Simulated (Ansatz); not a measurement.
AlClH₃N

Input

```
crystal:
  periodic: [false, false, false]
  atoms:
    - { symbol: Al, position_ang: [-0.011995, -0.326491, -1.175312] }
    - { symbol: "N", position_ang: [1.284125, 0.004422, 1.624675] }
    - { symbol: H, position_ang: [1.097599, 0.736626, 2.306686] }
    - { symbol: H, position_ang: [1.945542, -0.646251, 2.043405] }
    - { symbol: H, position_ang: [1.761093, 0.440246, 0.813991] }
    - { symbol: Cl, position_ang: [-2.121465, -0.208552, -0.642045] }
basis:
  gaussian: { orbitals: "6-31G*" }
hamiltonian:
  xc: b3lyp
  dispersion: d4
relax:
  f_tol: 0.03
  max_steps: 50
output:
  orbitals: {}
```

Command:

```sh
ansatz run input.yaml --threads 1 --pin off --max-ram 2048MiB --backend cpu --events-out ev --progress --plain --runs-dir out
```

The fields are those of the relaxed geometry.

These are results of RKS B3LYP-D4/6-31G* in Ansatz 0.2.0, not measurements.

Predict the electron density and electron localisation function between the atoms.

Al–Cl (2.24 Å): ρ is about 0.56 e/Å³ halfway; the ELF peaks at about 0.85 in the valence shell of Cl, 0.9 Å from its nucleus, and is about 0.75 at the midpoint.
Al–N (2.31 Å): ρ at the midpoint is about 0.3 e/Å³, with its minimum of 0.23 e/Å³ about 0.9 Å from Al; the ELF peaks at about 0.95 in the valence shell of N, 0.7 Å from its nucleus, and is about 0.60 at the midpoint.

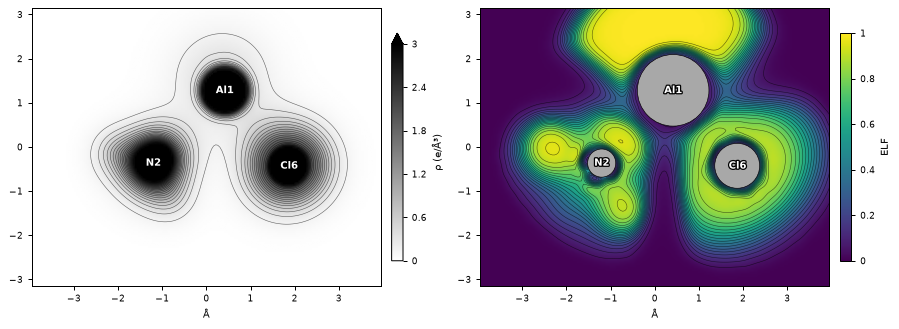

Computed electron density and electron localisation function on the plane of atoms N2, Al1 and Cl6, in this order. Grey discs cover the atomic cores in the ELF map. 
